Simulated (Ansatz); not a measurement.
# Calculations on Li16Cu

**1. Relaxation**

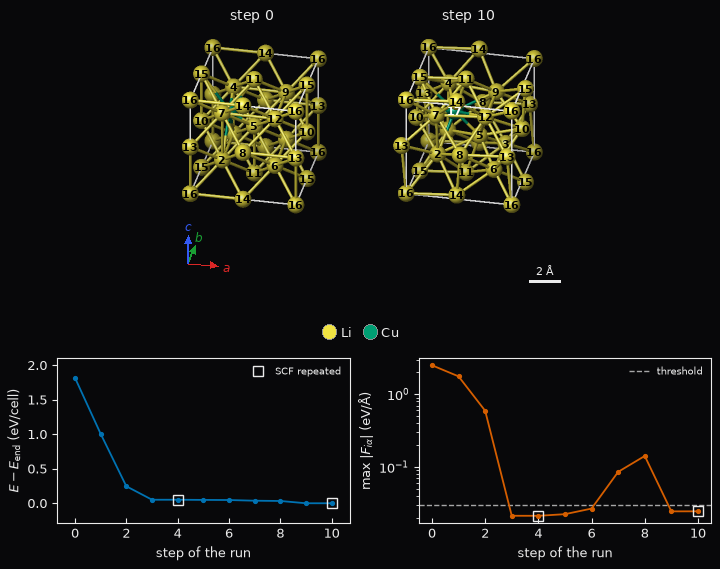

First and last geometry of a relaxation of a defect cell of composition Li16Cu, with the history of the run. Style: ball-and-stick. Shown: the cell of the calculation, reduced to other axes (origin shifted), from a free direction. Lengths and directions refer to the drawn axes.

It is an interstitial Cu in bcc Li. The run prepares an end point of a later path (interstitial hop) calculation, from a guessed geometry.

Computed with DFT PBE, scalar-relativistic, plane waves, PAW in Ansatz 0.2.0.

The input:
```yaml
crystal:
  lattice:
    - [6.98, 0.0, 0.0]
    - [0.0, 6.98, 0.0]
    - [0.0, 0.0, 6.98]
  atoms:
    - { symbol: Li, position: [0.0, 0.0, 0.0] }
    - { symbol: Li, position: [0.5, 0.0, 0.0] }
    - { symbol: Li, position: [0.0, 0.5, 0.0] }
    - { symbol: Li, position: [0.0, 0.0, 0.5] }
    - { symbol: Li, position: [0.25, 0.25, 0.25] }
    - { symbol: Li, position: [0.5, 0.5, 0.0] }
    - { symbol: Li, position: [0.5, 0.0, 0.5] }
    - { symbol: Li, position: [0.75, 0.25, 0.25] }
    - { symbol: Li, position: [0.0, 0.5, 0.5] }
    - { symbol: Li, position: [0.25, 0.75, 0.25] }
    - { symbol: Li, position: [0.25, 0.25, 0.75] }
    - { symbol: Li, position: [0.5, 0.5, 0.5] }
    - { symbol: Li, position: [0.75, 0.75, 0.25] }
    - { symbol: Li, position: [0.75, 0.25, 0.75] }
    - { symbol: Li, position: [0.25, 0.75, 0.75] }
    - { symbol: Li, position: [0.75, 0.75, 0.75] }
    - { symbol: Cu, position: [0.2481926, 0.0141301, 0.3828337] }
basis:
  ecutwfc: 420.0
kpoints:
  mp_grid: { grid: [4, 4, 4] }
hamiltonian:
  xc: pbe
scf:
  occupations: { method: gaussian, width: 0.15 }
  lower_state_search: "off"
relax:
  f_tol: 0.03
  max_steps: 60
  adjacent_minimum: "off"
output:
  write_density: true
  write_potential: true
  elf: true
  volumetric_format: npy
```

Launched with:
```bash
ansatz run input.yaml --threads 4 --pin off --max-ram 10240MiB --backend cpu --events-out ev --progress --plain --runs-dir out
```

### What do the curves and the structures tell?

It converged. The largest move is that of Li5, 0.88 Å along [1 0 −1]. By element the largest moves are Li 0.88 Å, Cu 0.60 Å. The lattice vectors keep their values. Near-neighbour distances that change, for instance: Li4–Li5 3.022 → 4.065 Å, Li5–Li7 3.022 → 3.989 Å, Li9–Cu17 3.895 → 3.017 Å, Li12–Cu17 3.906 → 3.067 Å. Bond angles that change, for instance: Li14–Li3–Li15 109.5° → 122.5°, Li13–Li3–Li15 109.5° → 121.1°, Li13–Li6–Li15 109.5° → 120.2°. After 8 accepted moves (10 points after the start) the energy has fallen by 1.818 eV per cell of the calculation. Largest force component: 2.5 eV/Å at the start, 0.025 eV/Å at the end. 2 steps only repeated the SCF at the same geometry. The forces were under the threshold at step 3, but the run went on from there.

Limits of the set-up: the periodic images lie only 7.0 Å apart, so the values are limited by the cell's size.

**2. Relaxation**

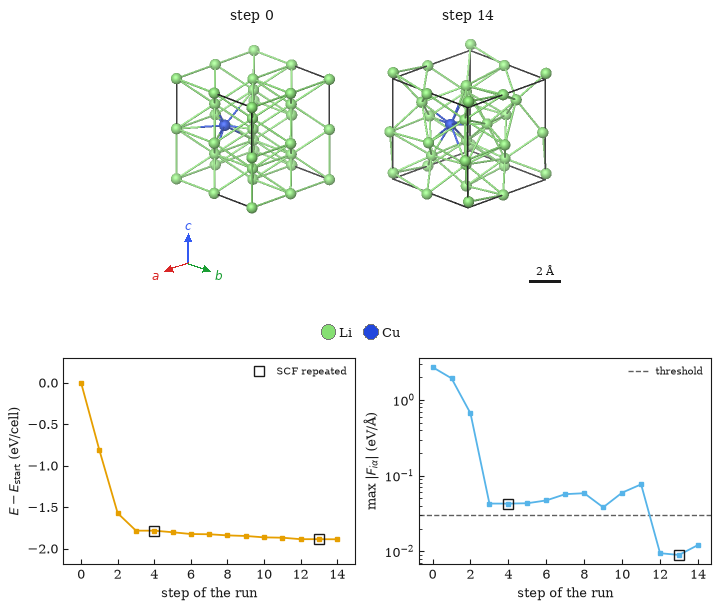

First and last geometry of a relaxation of a defect cell of composition Li16Cu, with the history of the run. A ball-and-stick model of the cell of the calculation (origin shifted), seen from a free direction.

It is an interstitial Cu in bcc Li. The run prepares an end point of a later path (interstitial hop) calculation, from a guessed geometry.

These are results of Ansatz, DFT PBE, scalar-relativistic, plane waves, PAW, not measurements.

Input
```yaml
crystal:
  lattice:
    - [6.98, 0.0, 0.0]
    - [0.0, 6.98, 0.0]
    - [0.0, 0.0, 6.98]
  atoms:
    - { symbol: Li, position: [0.0, 0.0, 0.0] }
    - { symbol: Li, position: [0.5, 0.0, 0.0] }
    - { symbol: Li, position: [0.0, 0.5, 0.0] }
    - { symbol: Li, position: [0.0, 0.0, 0.5] }
    - { symbol: Li, position: [0.25, 0.25, 0.25] }
    - { symbol: Li, position: [0.5, 0.5, 0.0] }
    - { symbol: Li, position: [0.5, 0.0, 0.5] }
    - { symbol: Li, position: [0.75, 0.25, 0.25] }
    - { symbol: Li, position: [0.0, 0.5, 0.5] }
    - { symbol: Li, position: [0.25, 0.75, 0.25] }
    - { symbol: Li, position: [0.25, 0.25, 0.75] }
    - { symbol: Li, position: [0.5, 0.5, 0.5] }
    - { symbol: Li, position: [0.75, 0.75, 0.25] }
    - { symbol: Li, position: [0.75, 0.25, 0.75] }
    - { symbol: Li, position: [0.25, 0.75, 0.75] }
    - { symbol: Li, position: [0.75, 0.75, 0.75] }
    - { symbol: Cu, position: [0.38578835, 0.01470637, 0.25754976] }
basis:
  ecutwfc: 420.0
kpoints:
  mp_grid: { grid: [4, 4, 4] }
hamiltonian:
  xc: pbe
scf:
  occupations: { method: gaussian, width: 0.15 }
  lower_state_search: "off"
relax:
  f_tol: 0.03
  max_steps: 60
  adjacent_minimum: "off"
```

Command:
```bash
ansatz run input.yaml --threads 4 --pin off --max-ram 10240MiB --backend cpu --events-out ev --progress --plain --runs-dir out
```

Read the history and describe the run.

Answer. It converged. After 12 accepted moves (14 points after the start) the energy has fallen by 1.887 eV per cell of the calculation. Largest force component: 2.7 eV/Å at the start, 0.012 eV/Å at the end. 2 steps only repeated the SCF at the same geometry. Li5 moves most: 1.22 Å along [−2 2 1]. By element the largest moves are Li 1.22 Å, Cu 0.84 Å. The cell doesn't change. Among the contacts that change: Li5–Li7 3.022 → 4.471 Å, Li2–Li5 3.022 → 4.208 Å, Li11–Cu17 3.926 → 2.895 Å, Li12–Cu17 3.870 → 2.946 Å. Among the angles between lasting bonds that change: Li5–Li3–Li16 180.0° → 137.6°, Li5–Li6–Li14 109.5° → 142.5°, Li5–Li3–Li11 70.5° → 101.7°.

```
step  E − E(0), meV/atom  largest force component, eV/Å                         note
   0                0.00                         2.7204                             
   1              -47.77                         1.9365                             
   2              -92.49                         0.6668                             
   3             -104.86                         0.0427                             
   4             -104.86                         0.0427  same geometry, SCF repeated
   5             -105.98                         0.0432                             
   6             -107.25                         0.0470                             
   7             -107.42                         0.0569                             
   8             -108.22                         0.0586                             
   9             -108.63                         0.0381                             
  10             -109.61                         0.0596                             
  11             -109.85                         0.0767                             
  12             -110.90                         0.0094                             
  13             -110.90                         0.0089  same geometry, SCF repeated
  14             -110.98                         0.0121
```

Limits of the set-up: the periodic images lie only 7.0 Å apart, so the values are limited by the cell's size.

**3. Path**

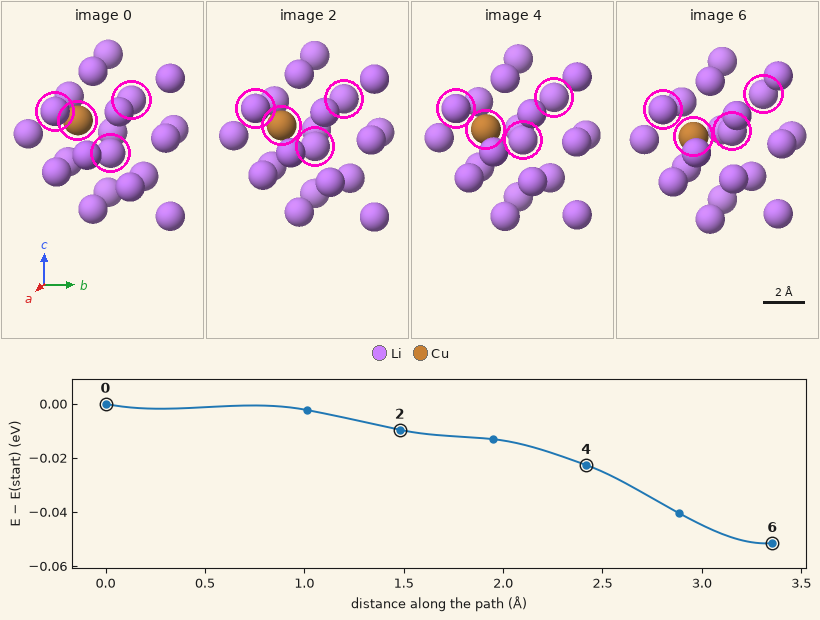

NEB run on Li with an interstitial Cu (17 atoms in the cell). Images are numbered from 0 (start) to 6 (end). Style: spheres-only. Shown: the atoms within 4.8 Å of the middle of the path, slightly off an axis. The atoms that move most are ringed.

Level of theory: Ansatz, DFT PBE, scalar-relativistic, plane waves, PAW. Run with plane-wave cutoff 420 eV; k-point mesh 4 × 4 × 4; Gaussian smearing 0.15 eV; 5 movable images; climbing image; force threshold 0.05 eV/Å; iteration limit 49; starting path by image-dependent pair potential.

**What happens along the path, and what is the barrier?**

A Li atom travels furthest, 1.30 Å from end to end, roughly along [−1 0 1], on a path that bends up to 0.43 Å away from the straight line. It doesn't move alone: Li (0.75 Å), Li (0.96 Å), Cu (1.10 Å) move with it. No barrier shows: the energy is highest at the start, and the end lies 0.052 eV below the start. The band converged in 18 iterations. The largest component of the band force went from 0.92 to 0.026 eV/Å.

Limits of the set-up: the periodic images lie only 7.0 Å apart, so the values are limited by the cell's size.
